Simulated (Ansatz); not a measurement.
The parent structure is SiC in the wurtzite structure (space group P6_3mc, No. 186; a = 3.0760 Å, c = 5.0478 Å).

Modification: the cell is scaled by 0.9921 in all directions, atoms relaxed at fixed cell.

All numbers come from PBEsol/PAW in Ansatz (an electronic-structure program), no spin-orbit coupling, earlier PAW set.

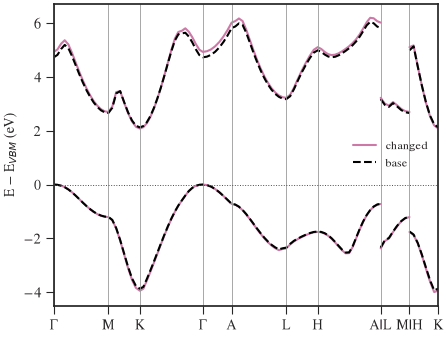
Figure: Highest valence and lowest conduction band along the path, each from its own valence-band maximum

Q: From the figure, how large is the changed gap, and is it direct?

A: About 2.1 eV, indirect, Γ → K.

The cells carry an imposed strain or load. Stability against distortions was not tested.
